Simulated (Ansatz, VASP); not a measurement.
# NaF (Villiaumite): VASP beside Ansatz

Aim: how closely do two programs agree when they are given the same cell, functional and k mesh?

Main program and level: Ansatz 0.2.0; plane waves, with VASP 6.6.1 beside it; relaxation of cell and atoms at PBE with D3(BJ).

The database entry behind the starting cell differs from later determinations by our own check (0.1 to 0.3 % short, probably kX units), so it need not match the best structure at ambient conditions.

## (1) Starting point

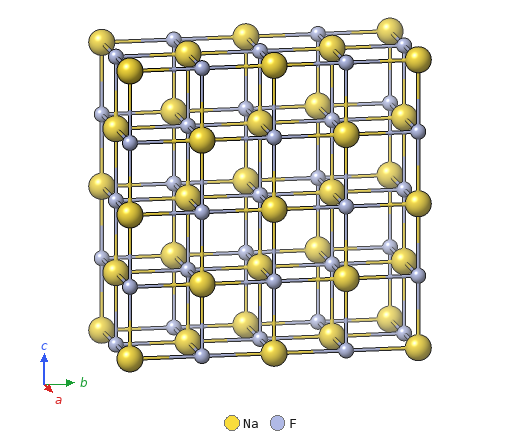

Start, viewed slightly off an axis; sodium yellow, fluorine light blue. 1×2×2 cells are drawn. This picture shows the conventional cell, with its axes. Some periodic images of atoms are drawn too.

As a file:

```cif
data_structure
_symmetry_space_group_name_H-M 'P 1'
_symmetry_Int_Tables_number 1
_cell_length_a 3.2668
_cell_length_b 3.2668
_cell_length_c 3.2668
_cell_angle_alpha 60.000
_cell_angle_beta 60.000
_cell_angle_gamma 60.000
_cell_volume 24.65
loop_
_atom_site_label
_atom_site_type_symbol
_atom_site_fract_x
_atom_site_fract_y
_atom_site_fract_z
_atom_site_occupancy
Na1 Na 0.00000 0.00000 0.00000 1
F2 F 0.50000 0.50000 0.50000 1
```

## (2) Ansatz: relaxation of cell and atoms, PBE with D3(BJ)

Ansatz runs on its default PAW (the set named soft_2) files.

The relaxed volume is the usual yardstick between codes: its relative difference is about their pressure difference at one cell divided by the bulk modulus.

input.yaml

```yaml
crystal:
  lattice:
    - [0.0, 2.31, 2.31]
    - [2.31, 0.0, 2.31]
    - [2.31, 2.31, 0.0]
  atoms:
    - { symbol: Na, position: [0.0, 0.0, 0.0] }
    - { symbol: F, position: [0.5, 0.5, 0.5] }
hamiltonian:
  xc: pbe
  pseudopotentials: { kind: paw }
  dispersion: d3bj
kpoints:
  mp_grid: { grid: [10, 10, 10] }
scf:
  occupations: { method: fermi_dirac, width: 0.05 }
relax:
  f_tol: 0.01
  max_steps: 60
  cell: { stress_tol: 0.05 }
output:
  forces: true
  stress: true
```

Command:

```sh
ansatz run input.yaml --threads 4 --pin off --max-ram 9216MiB --backend cpu --events-out ev --progress --plain --runs-dir out
```

Numbers of over 12 decimals in the logs are rounded to 6 here.

Log:

```text
Engine: ansatz 0.2.0, x86_64-unknown-linux-gnu
Pseudopotentials: kind: paw
Pseudopotential: Na, paw, valence charge 9, recommended cutoff 420 eV (normal), Na.paw.azcp
Pseudopotential: F, paw, valence charge 7, recommended cutoff 420 eV (normal), F.paw.azcp
Functional definition: PBE
  parameter kappa = 0.804
  parameter beta = 0.066725
  exchange = pbe_x(kappa = kappa, mu = beta*pi^2/3)
  correlation = pbe_c(beta = beta)
Crystal: 2 atoms, lattice volume = 24.653 Å³
Basis set: ecut = 420 eV, 531 PW (Γ), exchange–correlation on 48×48×48 points (8 copies of the dense FFT grid, shifted against one another)
Bands: 12, of which v1, the nominal top of the filled ones, is band 8 counted from 1 (7 counted from 0)
Symmetry: 48 space group operations
Space group: Fm-3m (ITA 225), of the structure as read, at distance tolerance 2.9e-5 Å
k-points: 47 of 1000
Non-local potential: Na, projectors of the file, l = 0: 3, l = 1: 2, l = 2: 1
Non-local potential: F, projectors of the file, l = 0: 2, l = 1: 2, l = 2: 1
PAW form: soft (Blöchl's): semilocal exchange-correlation on the pseudo side does not see the compensation charge
PAW one-centre angular grid: Na, 110 points (default); XC on 64 Gauss nodes
PAW one-centre angular grid: F, 110 points (default); XC on 64 Gauss nodes
Initial density: superposition of atomic densities (neutral atoms: chi_scale 0, normalization atom), corrected by the library's trained network
Initial wavefunctions: pseudopotential atomic-orbital guess
Functional: x = pbe(κ = 0.804, μ = 0.219515), c = pbe(β = 0.066725)
SCF iter   1: F=—  HF=-2297.771815 eV  |F-HF|=—  |Δ(HF+E_count)|=         —  Δρ=7.85e-4  dr2=1.02e-4  ethr=1.77e-3  ⟨swp⟩=5.3  Hψ=3159  notcnv=0
preconditioner: auto → none  [insulator: Δε(μ)=6.360 eV  Ē_g=26.480 eV  σ=0.050 eV  W_gap=1.00  n_scr=8 (ndim 8)  ℏωp=28.0 eV  f_vac=0.108  D(μ)=0.00/eV (n_scr^D=0)  ε∞_Penn≈2.1]
SCF iter   2: F=—  HF=-2297.771471 eV  |F-HF|=—  |Δ(HF+E_count)|=   3.44e-4  Δρ=1.10e-3  dr2=1.71e-4  ethr=6.38e-7  ⟨swp⟩=2.1  Hψ=1329  notcnv=0
SCF iter   3: F=—  HF=-2297.771437 eV  |F-HF|=—  |Δ(HF+E_count)|=   3.38e-5  Δρ=3.73e-4  dr2=1.70e-5  ethr=6.38e-7  ⟨swp⟩=2.0  Hψ=689  notcnv=0
SCF iter   4: F=—  HF=-2297.771402 eV  |F-HF|=—  |Δ(HF+E_count)|=   3.57e-5  Δρ=5.28e-5  dr2=2.99e-7  ethr=1.07e-7  ⟨swp⟩=3.0  Hψ=940  notcnv=0
SCF iter   5: F=—  HF=-2297.771403 eV  |F-HF|=—  |Δ(HF+E_count)|=   1.28e-6  Δρ=5.11e-5  dr2=4.37e-7  ethr=1.87e-9  ⟨swp⟩=2.0  Hψ=893  notcnv=0
SCF iter   6: F=-2297.771403 eV  HF=-2297.771403 eV  |F-HF|=4.03e-8  |Δ(HF+E_count)|=   1.17e-7  Δρ=1.62e-5  dr2=4.50e-8  ethr=6.25e-10  ⟨swp⟩=2.5  Hψ=1835  notcnv=0
SCF 1 converged in 6 iterations: F = -2297.771403 eV  dr2 = 4.50e-8
  greatest PAW one-centre occupation: 0.999 electrons in one spin orbital (limit 2), on the Na atom at site 0 (counted from 0), in its partial waves of l = 0
relax step   1: F+E_penalty+E_count = -2297.77140268 eV  Δ(F+E_penalty+E_count) = +0.000e0 eV  max|allowed force component| = 1.080e-29 eV/Å  Δτ_max = 0.0000 Å  P = +0.282 GPa  Ω = 24.653 Å³  (6 SCF iters, dr2 threshold 1.00e-7 eV, accepted)
[...]
relax step   2: F+E_penalty+E_count = -2297.77133187 eV  Δ(F+E_penalty+E_count) = +7.081e-5 eV  max|allowed force component| = 4.733e-30 eV/Å  Δτ_max = 0.0000 Å  P = +0.171 GPa  Ω = 24.701 Å³  energy of the carried Pulay correction = -1.388e-4 eV  (4 SCF iters, dr2 threshold 1.98e-7 eV, accepted)
[...]
relax step   3: F+E_penalty+E_count = -2297.77115644 eV  Δ(F+E_penalty+E_count) = +1.754e-4 eV  max|allowed force component| = 1.322e-29 eV/Å  Δτ_max = 0.0000 Å  P = -0.001 GPa  Ω = 24.775 Å³  energy of the carried Pulay correction = -3.536e-4 eV  (5 SCF iters, dr2 threshold 7.30e-8 eV, accepted)
[...]
relax step   4: F+E_penalty+E_count = -2297.77158421 eV  Δ(F+E_penalty+E_count) = -4.278e-4 eV  max|allowed force component| = 1.340e-29 eV/Å  Δτ_max = 0.0000 Å  P = +0.031 GPa  Ω = 24.775 Å³  stress off target by 3.15e-2 GPa  SCF on the basis re-selected at this cell (its energy is not comparable with the rows above)  (7 SCF iters)
basis re-selected at this cell: Δ(F+E_penalty+E_count) = -4.278e-4 eV, ΔP = +0.033 GPa vs the last step (what re-selecting the basis moved, of the pressure what is left beyond the Pulay correction that the steps carried, after the strain that the cell walked since its last selection, with what the two solves' SCF thresholds leave and, on support functions, any second-order correction that the steps lacked; it is no m [...]
SCF converged after 7 iterations
Free energy (F): -2297.771584 eV
Harris-Foulkes:  -2297.771584 eV  (|F-HF|=3.18e-12)
Internal energy: -2297.771584 eV  (E = F + TS)
E sigma→0 (E₀):  -2297.771584 eV
Fermi energy:    4.314287 eV
--- Per-component energies (eV) ---
  E_band       = -232.912323
  E_kinetic    = 329.310887
  E_local      = -1690.234899  (includes V_loc(G=0)·N_el)
  E_nonlocal   = 188.723671
  E_hartree    = 599.597146
  E_xc         = -120.223417
  E_vxc        = -154.216878  (∫ρ·V_xc dr)
  E_paw        = -463.649482  (= ΣΔE_a)
  E_vpaw       = -105.691381  (= ΣTr[D̂ρ^β])
  E_aug_tail   = 0.002009  (compensation charges beyond the density's cutoff)
  E_ewald      = -1140.948713
  E_disp       = -0.348786  (pairwise vdW)
  E_smearing   = -0.000000  (= −TS)
  E_closure    = 0.000000  (closes the sum)
  Σ components = -2297.771584   (vs F -2297.771584, Δ=0.00e0)
--- Forces (eV/Å), atoms counted from 1 ---
  atom   1  Na    -0.00000000     0.00000000    -0.00000000
  atom   2  F      0.00000000    -0.00000000     0.00000000
  max |Σ_I F_I| component: 2.58e-29 eV/Å
--- Stress (GPa, compression-positive) ---
        0.031473      -0.000000      -0.000000
       -0.000000       0.031473      -0.000000
       -0.000000      -0.000000       0.031473
  P = ⅓ Tr σ = 0.0315 GPa (0.315 kbar)
--- Relaxed structure (3 steps of the walk, 3 accepted, 1 SCFs on fresh bases) ---
  F+E_penalty+E_count = -2297.77158421 eV   max|allowed force component| = 1.340e-29 eV/Å   (the final SCF, on the basis selected at the relaxed cell)
  cell:  # Å, volume = 24.7754 Å³
    - [0, 2.313823, 2.313823]
    - [2.313823, 0, 2.313823]
    - [2.313823, 2.313823, 0]
  atoms:
    - { symbol: Na, position: [0, 0, 0] }
    - { symbol: F, position: [0.5, 0.5, 0.5] }
```

It took 0.5 s on 4 threads of AMD EPYC 9R45, shared host; peak memory 0.35 GiB; 1.4 s of CPU time.

## (3) VASP: relaxation of cell and atoms, PBE with D3(BJ)

The same cell, functional, mesh and smearing now go to VASP, with its own data sets and cutoff.

Lines of VASP's logs that name or quote its potential files are left out, and so is its time.

INCAR

```
SYSTEM = NaF
PREC = Accurate
ENCUT = 560
EDIFF = 1E-06
NELM = 100
ISMEAR = -1
SIGMA = 0.05
LREAL = .FALSE.
ALGO = Normal
GGA = PE
IVDW = 12
NBANDS = 13
LORBIT = 11
LWAVE = .FALSE.
LCHARG = .FALSE.
KPAR = 2
IBRION = 2
NSW = 60
ISIF = 3
EDIFFG = -0.01
```

POSCAR

```
NaF
1.0
    0.0000000000      2.3100000000      2.3100000000
    2.3100000000      0.0000000000      2.3100000000
    2.3100000000      2.3100000000      0.0000000000
Na F
1 1
Direct
    0.0000000000      0.0000000000      0.0000000000
    0.5000000000      0.5000000000      0.5000000000
```

KPOINTS

```
Automatic mesh
0
Gamma
10 10 10
0 0 0
```

Potentials, in the order of the species: Na_pv and F (PBE family, release 64).

Command:

```sh
mpirun -np 2 vasp_std
```

Log:

```text
[banner, memory and clock lines left out]
running    2 mpi-ranks, on    1 nodes
 distrk:  each k-point on    1 cores,    2 groups
 distr:  one band on    1 cores,    1 groups

 POSCAR found type information on POSCAR NaF
 POSCAR found :  2 types and       2 ions
 LDA part: xc-table for (Slater+PW92), standard interpolation
 POSCAR, INCAR and KPOINTS ok, starting setup
 FFT: planning ... GRIDC
 FFT: planning ... GRID_SOFT
 FFT: planning ... GRID
 WAVECAR not read
 entering main loop
       N       E                     dE             d eps       ncg     rms          rms(c)
DAV:   1     0.116055781293E+03    0.11606E+03   -0.82432E+03  1237   0.138E+03
DAV:   2    -0.340776993544E+01   -0.11946E+03   -0.11008E+03  1322   0.376E+02
DAV:   3    -0.940151364437E+01   -0.59937E+01   -0.59801E+01  1527   0.774E+01
DAV:   4    -0.945162565150E+01   -0.50112E-01   -0.50110E-01  1327   0.762E+00
DAV:   5    -0.945216101536E+01   -0.53536E-03   -0.53536E-03  1517   0.784E-01    0.542E+00
DAV:   6    -0.856665453910E+01    0.88551E+00   -0.32663E+00  1437   0.161E+01    0.182E+00
DAV:   7    -0.855650438366E+01    0.10150E-01   -0.28456E-02  1232   0.217E+00    0.105E+00
DAV:   8    -0.855783603749E+01   -0.13317E-02   -0.28727E-02  1232   0.361E+00    0.141E-01
DAV:   9    -0.855852703914E+01   -0.69100E-03   -0.40371E-03  1457   0.617E-01    0.113E-01
DAV:  10    -0.855844170655E+01    0.85333E-04   -0.67235E-04  1232   0.320E-01    0.142E-02
DAV:  11    -0.855843975801E+01    0.19485E-05   -0.22504E-05  1377   0.717E-02    0.242E-03
DAV:  12    -0.855844004169E+01   -0.28368E-06   -0.13267E-06  1332   0.145E-02
   1 F= -.89089226E+01 E0= -.89089226E+01  d E =-.890892E+01
 curvature:   0.00 expect dE= 0.000E+00 dE for cont linesearch  0.000E+00
 trial: gam= 0.00000 g(F)=  0.115E-59 g(S)=  0.560E-04 ort = 0.000E+00 (trialstep = 0.100E+01)
 search vector abs. value=  0.560E-04
 bond charge predicted
       N       E                     dE             d eps       ncg     rms          rms(c)
DAV:   1    -0.855973909183E+01   -0.12993E-02   -0.92783E-03  1482   0.147E+00    0.181E-01
DAV:   2    -0.855925816676E+01    0.48093E-03   -0.16864E-03  1502   0.417E-01    0.490E-02
DAV:   3    -0.855922884258E+01    0.29324E-04   -0.75094E-05  1392   0.182E-01    0.250E-02
DAV:   4    -0.855921415280E+01    0.14690E-04   -0.97701E-06  1497   0.108E-01    0.439E-03
DAV:   5    -0.855921301828E+01    0.11345E-05   -0.15076E-06   847   0.186E-02    0.110E-03
DAV:   6    -0.855921283360E+01    0.18468E-06   -0.23710E-07   626   0.796E-03
   2 F= -.89089681E+01 E0= -.89089681E+01  d E =-.454914E-04
 trial-energy change:   -0.000045  1 .order   -0.000040   -0.000056   -0.000025
 step:   1.3422(harm=  1.7948)  dis= 0.00000  next Energy=    -8.908973 (dE=-0.499E-04)
 reached required accuracy - stopping structural energy minimisation
```

From OUTCAR (step 3):

```text
ion  position               nearest neighbor table
   1  0.000  0.000  0.000-   2 2.31   2 2.31   2 2.31   2 2.31   2 2.31   2 2.31
   2  0.500  0.500  0.500-   1 2.31   1 2.31   1 2.31   1 2.31   1 2.31   1 2.31

  LATTYP: Found a face centered cubic cell.
 ALAT       =     4.6200000000

 Subroutine GETGRP returns: Found 48 space group operations
 (whereof 48 operations were pure point group operations)

The static configuration has the point symmetry O_h .

 Found     47 irreducible k-points:

   k-points           NKPTS =     47   k-points in BZ     NKDIM =     47   number of bands    NBANDS=     13

   dimension x,y,z NGX =    28 NGY =   28 NGZ =   28
   dimension x,y,z NGXF=    56 NGYF=   56 NGZF=   56

   ENCUT  =  560.0 eV  41.16 Ry    6.42 a.u.   6.30  6.30  6.30*2*pi/ulx,y,z

   NELECT =      14.0000    total number of electrons

 k-points in reciprocal lattice and weights: Automatic mesh
   0.00000000  0.00000000  0.00000000       0.001
   0.10000000  0.00000000  0.00000000       0.008
   0.20000000  0.00000000  0.00000000       0.008
   0.30000000  0.00000000  0.00000000       0.008
   0.40000000  0.00000000  0.00000000       0.008
   0.50000000  0.00000000  0.00000000       0.004
   0.10000000  0.10000000  0.00000000       0.006
   0.20000000  0.10000000  0.00000000       0.024
   0.30000000  0.10000000  0.00000000       0.024
[...]
-0.30000000  0.40000000  0.20000000       0.024
  -0.30000000  0.50000000  0.20000000       0.012

 Edisp (eV)   -0.35048

 average (electrostatic) potential at core
       1 -46.8327       2 -77.3976

 E-fermi :  -0.8746

 k-point     1 :       0.0000    0.0000    0.0000
  band No.  band energies     occupation
    ...
      3     -20.9790      2.00000
      4     -20.9790      2.00000
      5      -2.0538      2.00000
      6      -2.0538      2.00000
      7      -2.0538      2.00000
      8       4.2843      0.00000
      9      16.9736      0.00000
     10      16.9736      0.00000
     11      16.9736      0.00000
     12      19.8521      0.00000
    ...

 k-point     2 :       0.1000    0.0000    0.0000
  band No.  band energies     occupation
    ...
      3     -20.9801      2.00000
      4     -20.8208      2.00000
      5      -2.2523      2.00000
      6      -2.0791      2.00000
      7      -2.0791      2.00000
      8       4.6439      0.00000
      9      15.6925      0.00000
     10      17.1315      0.00000
     11      17.1315      0.00000
     12      21.2924      0.00000
    ...

 k-point     3 :       0.2000    0.0000    0.0000
  band No.  band energies     occupation
    ...
      3     -20.9833      2.00000
      4     -20.5911      2.00000
      5      -2.7089      2.00000
      6      -2.1445      2.00000
      7      -2.1445      2.00000
      8       5.5703      0.00000
      9      13.9333      0.00000
     10      17.5287      0.00000
     11      17.5287      0.00000
     12      21.0078      0.00000
    ...

 Edisp (eV)   -0.34976

  Total       0.01231     0.01231     0.01231     0.00000    -0.00000     0.00000
  in kB       0.79873     0.79873     0.79873     0.00000    -0.00000     0.00000
  external pressure =        0.80 kB  Pullay stress =        0.00 kB

  energy-cutoff  :      560.00
  volume of cell :       24.70
      direct lattice vectors                 reciprocal lattice vectors
     0.000000000  2.311549485  2.311549485    -0.216305125  0.216305125  0.216305125
     2.311549485 -0.000000000  2.311549485     0.216305125 -0.216305125  0.216305125
     2.311549485  2.311549485  0.000000000     0.216305125  0.216305125 -0.216305125

 POSITION                                       TOTAL-FORCE (eV/Angst)
 -----------------------------------------------------------------------------------
      2.31155     -0.00000      2.31155        -0.000000      0.000000     -0.000000
      2.31155      2.31155      2.31155         0.000000     -0.000000      0.000000
 -----------------------------------------------------------------------------------
    total drift:                                0.000000      0.000000      0.000000

  FREE ENERGIE OF THE ION-ELECTRON SYSTEM (eV)
  ---------------------------------------------------
  free  energy   TOTEN  =        -8.9089680594 eV

  energy  without entropy=       -8.9089680594  energy(sigma->0) =       -8.90896806

 reached required accuracy - stopping structural energy minimisation

 total charge
# of ion       s       p       d       tot
------------------------------------------
    1        0.051   5.996   0.000   6.046
    2        1.726   4.384   0.000   6.110
--------------------------------------------------
tot          1.776  10.380   0.000  12.156

[... 3 further parts left out ...]
```

## (4) Comparison

Known differences besides the PAW data sets themselves: both relaxations stop at a tolerance, which leaves soft axes loose, and VASP keeps its plane-wave basis; the data sets hold 16 valence electrons in Ansatz (default PAW (the set named soft_2) files) and 14 in VASP; the cutoff is 420 eV in Ansatz and 560 eV in VASP; VASP leaves aspherical gradient terms in its spheres out (LASPH is not set), Ansatz keeps them; Ansatz adds a Pulay correction to the stress that steers its cell, VASP none. Total energies have different zeros and are not compared.

The two programs side by side:

```tsv
quantity	Ansatz	VASP	difference
volume (Å³)	24.78	24.70	+0.30 %
edge a after relaxation, in the typed setting (Å)	3.272	3.269	+0.10 %
```

The walks stopped with 0.03 GPa left in Ansatz and 0.08 GPa in VASP; each walk ends within a tolerance, so the volume difference is uncertain by about these residues over the bulk modulus, most in soft cells.

## (5) What came out

```yaml
difference_in_volume_relaxation_of_cell_and_atoms_pbe_with_d3_bj: 0.30 %
```

**Reading.** The difference in volume is 0.30 % (relaxation of cell and atoms, PBE with D3(BJ)), within the 1.2 % picked in this series as the mark of a large difference, as far as the stopping tolerances let one tell. Differences of this kind measure data sets and numerical settings, not the functional's error against experiment.

[Lines on the potential files, build, host, timing and source positions are cut from VASP's logs without a mark.]

[Logs are printed without paths, hosts, clocks, repeated set-up lines and the standing remarks that a program may print on its own settings, such as how far it seeks lower states.]

[Hosts, paths, dates, database ids (printed as entryN), source tags and the programs' standing remarks are cut or masked in the printed files.]
